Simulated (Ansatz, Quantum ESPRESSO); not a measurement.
# From contact to tunnelling: vacuum gaps between two Pb(100) faces, part 4 of 5

How fast does transmission decay with width? The series: vacuum gaps between two Pb(100) faces.

Quantum ESPRESSO 7.5; plane-wave DFT, LDA, GBRV ultrasoft pseudopotentials; cross-check by Ansatz 0.2.0 with PAW datasets.

So far. Step 6 (Transmission with pwcond.x, 6 Å): T goes from 0.182 to 0.0366, a factor of 5.0. Step 7 (The same in Ansatz, 6 Å): Ansatz finds T = 0.0367 against pwcond's 0.0366.

**9. Transmission with pwcond.x, 7 Å**

Level of this step: transmission by pwcond, lead and junction from one cell; plane-wave DFT, LDA, GBRV ultrasoft pseudopotentials (Quantum ESPRESSO).

j2.cond.in reads:

```
&inputcond
  outdir = './out'
  prefixt = 'j2.scf'
  tran_file = 'j2.cond.dat'
  bdl = 1.4142135624
  bds = 9.7462650377
  ikind = 1
  ewind = 4.0
  epsproj = 1e-05
  nz1 = 7
  energy0 = 0.4
  denergy = -0.4
/
15
  0.00000000 0.00000000 0.01562500
  0.00000000 0.12500000 0.06250000
  0.00000000 0.25000000 0.06250000
  0.00000000 0.37500000 0.06250000
  0.00000000 0.50000000 0.03125000
  0.12500000 0.12500000 0.06250000
  0.12500000 0.25000000 0.12500000
  0.12500000 0.37500000 0.12500000
  0.12500000 0.50000000 0.06250000
  0.25000000 0.25000000 0.06250000
  0.25000000 0.37500000 0.12500000
  0.25000000 0.50000000 0.06250000
  0.37500000 0.37500000 0.06250000
  0.37500000 0.50000000 0.06250000
  0.50000000 0.50000000 0.01562500
3
```

The run is started by

```bash
$ OMP_NUM_THREADS=1 mpirun -n 4 pwcond.x -in j2.cond.in > j2.cond.out
```

Numbers of over 12 decimals in the logs are rounded to 6 here.

The program printed:

```text
[banner, memory and clock lines left out]
Program PWCOND v.7.5 starts
[citation notice left out]

[...]
./out/j2.scf.save/

[...]
negative rho (up, down):  1.865E-01 0.000E+00
     Reading collected, re-writing distributed wavefunctions

===== INPUT FILE containing all the regions =====

     GEOMETRY:

     lattice parameter (alat)  =       6.7213  a.u.
     the volume                =    2959.3326 (a.u.)^3
     the cross section         =      45.1756 (a.u.)^2
     l of the unit cell        =       9.7463 (alat)
[...]
-0.3807402  -0.0000108  -0.4000000
 Left moving states:
   k1(2pi/a)   k2(2pi/a)   E-Ef (eV)
   0.3807402  -0.0000108  -0.4000000
   0.3807402  -0.0000108  -0.4000000

 to transmit
 Band j to band i transmissions and reflections:
    j         i     |T_ij|^2    |R_ij|^2

    1 -->     1     0.00002     0.03924
    1 -->     2     0.00000     0.96074
   Total T_j, R_j =    0.00002  0.99998

    2 -->     1     0.00000     0.96074
    2 -->     2     0.00002     0.03924
   Total T_j, R_j =    0.00002  0.99998

E-Ef(ev), T(x2 spins) =   -0.4000000   0.0000744
   T_tot     0.40000      0.25972E-01
   T_tot     0.00000      0.11745E-01
   T_tot    -0.40000      0.93740E-02

[...]
```

The job ended after 94 s (4 MPI ranks of Arm Neoverse V1, shared host; peak memory 0.29 GiB).

This step gave:

```
transmission at the Fermi level, one spin : 0.005872
conductance                               : 0.005872 G₀
```

Per spin; mean over the k mesh across the current. Table of transmission, zone mean by energy, zero at the Fermi level:

```
energy (eV)  transmission, zone mean
     -0.400                  0.00469
      0.000                  0.00587
      0.400                   0.0130
```

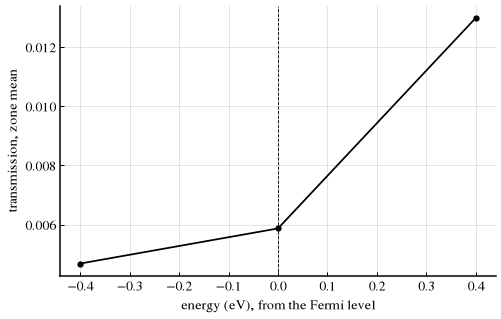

Transmission, zone mean against energy.

At 0.000 eV; k in fractions of b1, b2. Transmission by k point:

```
   k1     k2   weight         t  channels
    0      0  0.01562     0.026         1
    0  0.125   0.0625   0.01998         1
    0   0.25   0.0625  0.008767         2
    0  0.375   0.0625  0.003729         2
    0    0.5  0.03125         0         0
0.125  0.125   0.0625   0.01857         1
0.125   0.25    0.125   0.00961         2
0.125  0.375    0.125  0.003491         2
0.125    0.5   0.0625         0         0
 0.25   0.25   0.0625   0.00423         2
 0.25  0.375    0.125  0.002499         2
 0.25    0.5   0.0625         0         0
0.375  0.375   0.0625   7.56e-4         2
0.375    0.5   0.0625   2.21e-4         2
  0.5    0.5  0.01562   5.54e-5         2
```

T goes from 0.0366 to 0.00587, a factor of 6.2.

**10. The same in Ansatz, 7 Å**

Level of this step: plane-wave DFT, LDA, Ansatz PAW (Ansatz 0.2.0).

input.yaml reads:

```yaml
crystal:
  lattice:
    - [3.5567471094, 0.0, 0.0]
    - [0.0, 3.5567471094, 0.0]
    - [0.0, 0.0, 34.665]
  atoms:
    - { symbol: Pb, position: [0.0, 0.0, 0.0] }
    - { symbol: Pb, position: [0.5, 0.5, 0.072551565] }
    - { symbol: Pb, position: [0.0, 0.0, 0.14510313] }
    - { symbol: Pb, position: [0.5, 0.5, 0.2176546949] }
    - { symbol: Pb, position: [0.0, 0.0, 0.2902062599] }
    - { symbol: Pb, position: [0.5, 0.5, 0.3627578249] }
    - { symbol: Pb, position: [0.0, 0.0, 0.5646906101] }
    - { symbol: Pb, position: [0.5, 0.5, 0.6372421751] }
    - { symbol: Pb, position: [0.0, 0.0, 0.7097937401] }
    - { symbol: Pb, position: [0.5, 0.5, 0.7823453051] }
    - { symbol: Pb, position: [0.0, 0.0, 0.85489687] }
    - { symbol: Pb, position: [0.5, 0.5, 0.927448435] }
kpoints:
  mp_grid: { grid: [7, 7, 1] }
hamiltonian:
  xc: lda
scf:
  occupations: { method: fermi_dirac, width: 0.1 }
  convergence: { dr2_threshold: 1.0e-08 }
output:
  transmission: { leads: [[0, 2]], e_range: [-0.4, 0.4], de: 0.4, kmesh: [8, 8] }
  write_potential: true
  write_density: true
  volumetric_format: npy
```

The run is started by

```bash
$ ansatz run input.yaml --threads 4 --pin off --max-ram 8192MiB --backend cpu --events-out ev --progress --plain --runs-dir out
```

The program printed:

```text
[...]
Crystal: 12 atoms, lattice volume = 438.528 Å³
Basis set: ecut = 420 eV, 8551 PW (Γ)
Bands: 101, of which v1, the nominal top of the filled ones, is band 84 counted from 1 (83 counted from 0)
Symmetry: 16 space group operations
[...]
k-points: 10 of 49
[...]
k-point 9: bands = [... 80 lower, 6.3028, 6.3262, 6.5071, 6.7635, 6.7874, 7.0947, 7.3152, 7.4957, ... 13 higher]
--- Transmission ---
  basis      : 109 plane waves across, 44 finite elements along
  points     : 15, standing for a mesh of 8 x 8
[...]
channels       : 1.546875e0 a spin
[...]
slowest decay  : 0.0726 /Å at (0.5000, 0.0000)
  junction   : crystal 0 to crystal 0, -0.56 to 29.08 Å
    transmission   : 5.919888e-3 a spin
[...]
[key lines of the parts left out:]
SCF converged after 8 iterations
Free energy (F): -139227.052233 eV
Fermi energy:    8.136494 eV
```

It took 25 s on 4 threads; peak memory 1.3 GiB; 93 s of CPU time.

Read from the output:

```
free energy                                  : -139227.0522 eV
energy at zero smearing                      : -139226.9322 eV
smearing term TS                             : 0.2401 eV
Fermi energy                                 : 8.136 eV
transmission at the Fermi level, one spin    : 0.005920
step of the lead's Hamiltonian over a period : 57.2 meV
```

Per spin; mean over the k mesh across the current. The transmission, zone mean by energy, zero at the Fermi level:

```
energy (eV)  transmission, zone mean
     -0.400                  0.00471
      0.000                  0.00592
      0.400                   0.0127
```

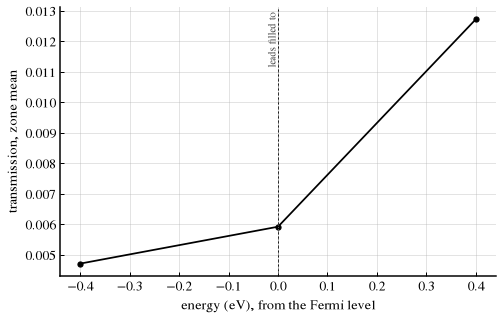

Transmission, zone mean, plotted against energy.

Ansatz finds T = 0.00592 against pwcond's 0.00587.

**11. Self-consistent run, 8 Å**

Level of this step: plane-wave DFT, LDA, GBRV ultrasoft pseudopotentials (Quantum ESPRESSO 7.5).

j3.scf.in reads:

```
&control
  prefix = 'j3.scf'
  outdir = './out'
  pseudo_dir = './pseudo'
  calculation = 'scf'
  tprnfor = .true.
/
&system
  ibrav = 0
  nat = 12
  ntyp = 1
  ecutwfc = 40
  ecutrho = 200
  occupations = 'smearing'
  smearing = 'mv'
  degauss = 0.01
/
&electrons
  conv_thr = 1e-07
  mixing_beta = 0.25
  electron_maxstep = 120
  mixing_mode = 'local-TF'
/
ATOMIC_SPECIES
  Pb  207.2000  pb_lda_v1.uspp.F.UPF
CELL_PARAMETERS angstrom
  3.55674710936833 0.00000000000000 0.00000000000000
  0.00000000000000 3.55674710936833 0.00000000000000
  0.00000000000000 0.00000000000000 35.66500000000000
ATOMIC_POSITIONS crystal
  Pb  0.000000000000 0.000000000000 0.000000000000
  Pb  0.500000000000 0.500000000000 0.070517313893
  Pb  0.000000000000 0.000000000000 0.141034627786
  Pb  0.500000000000 0.500000000000 0.211551941680
  Pb  0.000000000000 0.000000000000 0.282069255573
  Pb  0.500000000000 0.500000000000 0.352586569466
  Pb  0.000000000000 0.000000000000 0.576896116641
  Pb  0.500000000000 0.500000000000 0.647413430534
  Pb  0.000000000000 0.000000000000 0.717930744427
  Pb  0.500000000000 0.500000000000 0.788448058320
  Pb  0.000000000000 0.000000000000 0.858965372214
  Pb  0.500000000000 0.500000000000 0.929482686107
K_POINTS automatic
  7 7 1 0 0 0
```

The run is started by

```bash
$ OMP_NUM_THREADS=1 mpirun -n 4 pw.x -nk 2 -in j3.scf.in > j3.scf.out
```

The program printed:

```text
[banner, memory and clock lines left out]
Program PWSCF v.7.5 starts
[...]
Message from routine setup:
[...]
number of electrons       =       168.00
     number of Kohn-Sham states=          101
     kinetic-energy cutoff     =      40.0000  Ry
     charge density cutoff     =     200.0000  Ry
[...]
number of k points=    10  Marzari-Vanderbilt smearing, width (Ry)=  0.0100
[...]
Dense  grid:   145323 G-vectors     FFT dimensions: (  32,  32, 320)
[...]
negative rho (up, down):  1.852E-01 0.000E+00
     Starting wfcs are  108 randomized atomic wfcs
[...]
negative rho (up, down):  1.846E-01 0.000E+00
[...]
estimated scf accuracy    <       0.24106488 Ry
[...]
negative rho (up, down):  1.827E-01 0.000E+00
[...]
estimated scf accuracy    <       0.17734444 Ry
[...]
negative rho (up, down):  1.852E-01 0.000E+00
[...]
estimated scf accuracy    <       0.00282121 Ry
[...]
negative rho (up, down):  1.889E-01 0.000E+00
[...]
estimated scf accuracy    <       0.00321174 Ry
[...]
negative rho (up, down):  1.885E-01 0.000E+00
[...]
estimated scf accuracy    <       0.00048582 Ry
[...]
negative rho (up, down):  1.872E-01 0.000E+00
[...]
estimated scf accuracy    <       0.00061137 Ry
[...]
negative rho (up, down):  1.875E-01 0.000E+00
[...]
estimated scf accuracy    <       0.00001921 Ry
[...]
negative rho (up, down):  1.879E-01 0.000E+00
[...]
estimated scf accuracy    <       0.00000934 Ry
[...]
negative rho (up, down):  1.881E-01 0.000E+00
[...]
estimated scf accuracy    <       0.00000112 Ry
[...]
negative rho (up, down):  1.880E-01 0.000E+00
[...]
estimated scf accuracy    <       0.00000023 Ry
[...]
negative rho (up, down):  1.879E-01 0.000E+00
[...]
estimated scf accuracy    <       0.00000017 Ry
[...]
negative rho (up, down):  1.879E-01 0.000E+00
[...]
the Fermi energy is     8.0327 ev
!    total energy              =   -1968.25625570 Ry
     estimated scf accuracy    <          4.2E-09 Ry
     smearing contrib. (-TS)   =      -0.00024404 Ry
     internal energy E=F+TS    =   -1968.25601166 Ry
[...]
one-electron contribution =   -2544.20953998 Ry
     hartree contribution      =    1382.18255032 Ry
     xc contribution           =    -756.89032651 Ry
     ewald contribution        =     -49.33869549 Ry
     convergence has been achieved in  12 iterations
     negative rho (up, down):  1.879E-01 0.000E+00
[...]
Total force =     0.034005     Total SCF correction =     0.000285
[...]
```

The job ended after 2.5 min (4 MPI ranks; peak memory 0.87 GiB; 9.9 min of CPU time).

This step gave:

| Property | Result |
| --- | --- |
| free energy | -26779.4906 eV |
| Fermi energy | 8.033 eV |

**12. The open system, 8 Å**

j3.cond.in is the input of step 9 with these lines changed:

```diff
@@ -2,6 +2,6 @@
   outdir = './out'
-  prefixt = 'j2.scf'
-  tran_file = 'j2.cond.dat'
+  prefixt = 'j3.scf'
+  tran_file = 'j3.cond.dat'
   bdl = 1.4142135624
-  bds = 9.7462650377
+  bds = 10.0274208155
   ikind = 1
```

The run is started by

```bash
$ OMP_NUM_THREADS=1 mpirun -n 4 pwcond.x -in j3.cond.in > j3.cond.out
```

The program printed:

```text
[banner, memory and clock lines left out]
Program PWCOND v.7.5 starts
[citation notice left out]

[...]
./out/j3.scf.save/

[...]
negative rho (up, down):  1.879E-01 0.000E+00
     Reading collected, re-writing distributed wavefunctions

===== INPUT FILE containing all the regions =====

     GEOMETRY:

     lattice parameter (alat)  =       6.7213  a.u.
     the volume                =    3044.7021 (a.u.)^3
     the cross section         =      45.1756 (a.u.)^2
     l of the unit cell        =      10.0274 (alat)
[...]
-0.3810418  -0.0000122  -0.4000000
 Left moving states:
   k1(2pi/a)   k2(2pi/a)   E-Ef (eV)
   0.3810418  -0.0000122  -0.4000000
   0.3810418  -0.0000122  -0.4000000

 to transmit
 Band j to band i transmissions and reflections:
    j         i     |T_ij|^2    |R_ij|^2

    1 -->     1     0.00000     0.50542
    1 -->     2     0.00000     0.49458
   Total T_j, R_j =    0.00000  1.00000

    2 -->     1     0.00000     0.49458
    2 -->     2     0.00000     0.50542
   Total T_j, R_j =    0.00000  1.00000

E-Ef(ev), T(x2 spins) =   -0.4000000   0.0000033
   T_tot     0.40000      0.34165E-02
   T_tot     0.00000      0.16607E-02
   T_tot    -0.40000      0.12004E-02

[...]
```

Elapsed: 1.8 min, on 4 MPI ranks; peak memory 0.38 GiB.

This step gave:

| Quantity | Value |
| --- | --- |
| transmission at the Fermi level, one spin | 8.30e-4 |
| conductance | 8.30e-4 G₀ |

Per spin; mean over the k mesh across the current. Table of transmission, zone mean by energy, zero at the Fermi level:

```
energy (eV)  transmission, zone mean
     -0.400                   6.0e-4
      0.000                   8.3e-4
      0.400                  0.00171
```

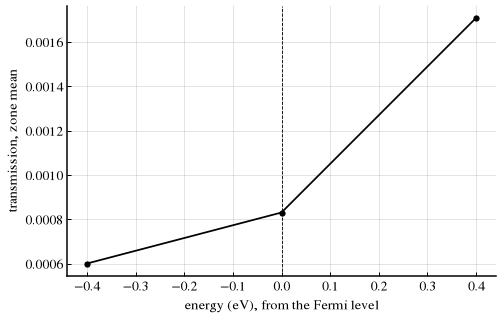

Transmission, zone mean, plotted against energy.

T goes from 0.00587 to 8.3e-4, a factor of 7.1.

**13. Cross-check with Ansatz, 8 Å**

Level of this step: plane-wave DFT, LDA, Ansatz PAW (Ansatz 0.2.0).

input.yaml, the sections that differ from step 10:

```yaml
crystal:
  lattice:
    - [3.5567471094, 0.0, 0.0]
    - [0.0, 3.5567471094, 0.0]
    - [0.0, 0.0, 35.665]
  atoms:
    - { symbol: Pb, position: [0.0, 0.0, 0.0] }
    - { symbol: Pb, position: [0.5, 0.5, 0.0705173139] }
    - { symbol: Pb, position: [0.0, 0.0, 0.1410346278] }
    - { symbol: Pb, position: [0.5, 0.5, 0.2115519417] }
    - { symbol: Pb, position: [0.0, 0.0, 0.2820692556] }
    - { symbol: Pb, position: [0.5, 0.5, 0.3525865695] }
    - { symbol: Pb, position: [0.0, 0.0, 0.5768961166] }
    - { symbol: Pb, position: [0.5, 0.5, 0.6474134305] }
    - { symbol: Pb, position: [0.0, 0.0, 0.7179307444] }
    - { symbol: Pb, position: [0.5, 0.5, 0.7884480583] }
    - { symbol: Pb, position: [0.0, 0.0, 0.8589653722] }
    - { symbol: Pb, position: [0.5, 0.5, 0.9294826861] }
# kpoints, hamiltonian, scf, output: as in step 10
```

The run is started by

```bash
$ ansatz run input.yaml --threads 4 --pin off --max-ram 8192MiB --backend cpu --events-out ev --progress --plain --runs-dir out
```

The program printed:

```text
[...]
Crystal: 12 atoms, lattice volume = 451.178 Å³
Basis set: ecut = 420 eV, 8795 PW (Γ)
Bands: 101, of which v1, the nominal top of the filled ones, is band 84 counted from 1 (83 counted from 0)
Symmetry: 16 space group operations
[...]
k-points: 10 of 49
[...]
k-point 9: bands = [... 80 lower, 5.9638, 5.9873, 6.1678, 6.4243, 6.4477, 6.7549, 6.9762, 7.1573, ... 13 higher]
--- Transmission ---
  basis      : 109 plane waves across, 45 finite elements along
  points     : 15, standing for a mesh of 8 x 8
[...]
channels       : 1.546875e0 a spin
[...]
slowest decay  : 0.0725 /Å at (0.5000, 0.0000)
  junction   : crystal 0 to crystal 0, -0.56 to 30.08 Å
    transmission   : 8.383059e-4 a spin
[...]
[key lines of the parts left out:]
SCF converged after 8 iterations
Free energy (F): -139227.048467 eV
Fermi energy:    7.798696 eV
```

Run time: 27 s. Hardware: 4 threads; peak memory 1.4 GiB.

Numbers from this step:

```
free energy                                  : -139227.0485 eV
energy at zero smearing                      : -139226.9288 eV
smearing term TS                             : 0.2394 eV
Fermi energy                                 : 7.799 eV
transmission at the Fermi level, one spin    : 8.38e-4
step of the lead's Hamiltonian over a period : 58.1 meV
```

Per spin; mean over the k mesh across the current. Table of transmission, zone mean by energy, zero at the Fermi level:

```
energy (eV)  transmission, zone mean
     -0.400                   6.1e-4
      0.000                   8.4e-4
      0.400                  0.00170
```

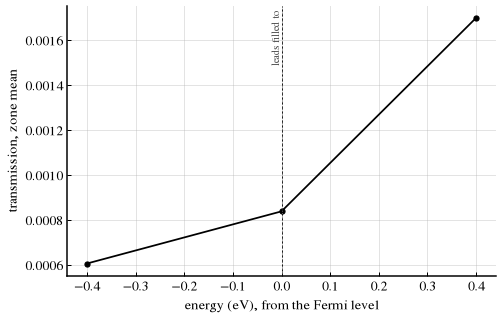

Transmission, zone mean, plotted against energy.

Ansatz finds T = 8.4e-4 against pwcond's 8.3e-4.

**14. Ground state, 9 Å**

Level of this step: plane-wave DFT, LDA, GBRV ultrasoft pseudopotentials (Quantum ESPRESSO 7.5).

j4.scf.in reads:

```
&control
  prefix = 'j4.scf'
  outdir = './out'
  pseudo_dir = './pseudo'
  calculation = 'scf'
  tprnfor = .true.
/
&system
  ibrav = 0
  nat = 12
  ntyp = 1
  ecutwfc = 40
  ecutrho = 200
  occupations = 'smearing'
  smearing = 'mv'
  degauss = 0.01
/
&electrons
  conv_thr = 1e-07
  mixing_beta = 0.25
  electron_maxstep = 120
  mixing_mode = 'local-TF'
/
ATOMIC_SPECIES
  Pb  207.2000  pb_lda_v1.uspp.F.UPF
CELL_PARAMETERS angstrom
  3.55674710936833 0.00000000000000 0.00000000000000
  0.00000000000000 3.55674710936833 0.00000000000000
  0.00000000000000 0.00000000000000 36.66500000000000
ATOMIC_POSITIONS crystal
  Pb  0.000000000000 0.000000000000 0.000000000000
  Pb  0.500000000000 0.500000000000 0.068594027001
  Pb  0.000000000000 0.000000000000 0.137188054002
  Pb  0.500000000000 0.500000000000 0.205782081004
  Pb  0.000000000000 0.000000000000 0.274376108005
  Pb  0.500000000000 0.500000000000 0.342970135006
  Pb  0.000000000000 0.000000000000 0.588435837993
  Pb  0.500000000000 0.500000000000 0.657029864994
  Pb  0.000000000000 0.000000000000 0.725623891995
  Pb  0.500000000000 0.500000000000 0.794217918996
  Pb  0.000000000000 0.000000000000 0.862811945998
  Pb  0.500000000000 0.500000000000 0.931405972999
K_POINTS automatic
  7 7 1 0 0 0
```

The run is started by

```bash
$ OMP_NUM_THREADS=1 mpirun -n 4 pw.x -nk 2 -in j4.scf.in > j4.scf.out
```

The program printed:

```text
[banner, memory and clock lines left out]
Program PWSCF v.7.5 starts
[...]
Message from routine setup:
[...]
number of electrons       =       168.00
     number of Kohn-Sham states=          101
     kinetic-energy cutoff     =      40.0000  Ry
     charge density cutoff     =     200.0000  Ry
[...]
number of k points=    10  Marzari-Vanderbilt smearing, width (Ry)=  0.0100
[...]
Dense  grid:   149411 G-vectors     FFT dimensions: (  32,  32, 320)
[...]
negative rho (up, down):  1.792E-01 0.000E+00
     Starting wfcs are  108 randomized atomic wfcs
[...]
negative rho (up, down):  1.784E-01 0.000E+00
[...]
estimated scf accuracy    <       0.24121344 Ry
[...]
negative rho (up, down):  1.763E-01 0.000E+00
[...]
estimated scf accuracy    <       0.17790888 Ry
[...]
negative rho (up, down):  1.789E-01 0.000E+00
[...]
estimated scf accuracy    <       0.00304770 Ry
[...]
negative rho (up, down):  1.829E-01 0.000E+00
[...]
estimated scf accuracy    <       0.00357417 Ry
[...]
negative rho (up, down):  1.825E-01 0.000E+00
[...]
estimated scf accuracy    <       0.00065410 Ry
[...]
negative rho (up, down):  1.810E-01 0.000E+00
[...]
estimated scf accuracy    <       0.00081509 Ry
[...]
negative rho (up, down):  1.814E-01 0.000E+00
[...]
estimated scf accuracy    <       0.00004146 Ry
[...]
negative rho (up, down):  1.820E-01 0.000E+00
[...]
estimated scf accuracy    <       0.00001292 Ry
[...]
negative rho (up, down):  1.823E-01 0.000E+00
[...]
estimated scf accuracy    <       0.00000206 Ry
[...]
negative rho (up, down):  1.823E-01 0.000E+00
[...]
estimated scf accuracy    <       0.00000045 Ry
[...]
negative rho (up, down):  1.822E-01 0.000E+00
[...]
estimated scf accuracy    <       0.00000028 Ry
[...]
negative rho (up, down):  1.822E-01 0.000E+00
[...]
the Fermi energy is     7.7045 ev
!    total energy              =   -1968.25622084 Ry
     estimated scf accuracy    <          3.5E-09 Ry
     smearing contrib. (-TS)   =      -0.00022993 Ry
     internal energy E=F+TS    =   -1968.25599091 Ry
[...]
one-electron contribution =   -3302.47977495 Ry
     hartree contribution      =    1759.28592687 Ry
     xc contribution           =    -756.89044971 Ry
     ewald contribution        =     331.82830687 Ry
     convergence has been achieved in  12 iterations
     negative rho (up, down):  1.822E-01 0.000E+00
[...]
Total force =     0.034220     Total SCF correction =     0.000269
[...]
```

It took 2.4 min on 4 MPI ranks; peak memory 1 GiB.

Numbers from this step:

| Quantity | Value |
| --- | --- |
| free energy | -26779.4901 eV |
| Fermi energy | 7.705 eV |

[end of part 4 of 5]

[Logs are printed without paths, hosts, clocks, repeated set-up lines and the standing remarks that a program may print on its own settings, such as how far it seeks lower states.]

[Hosts, paths, dates, database ids (printed as entryN), source tags and the programs' standing remarks are cut or masked in the printed files.]

[Maps of the electrostatic potential energy from Ansatz leave out the sawtooth potential of an applied field or a dipole correction, so their vacuum need not be flat; planar profiles and work functions include it.]
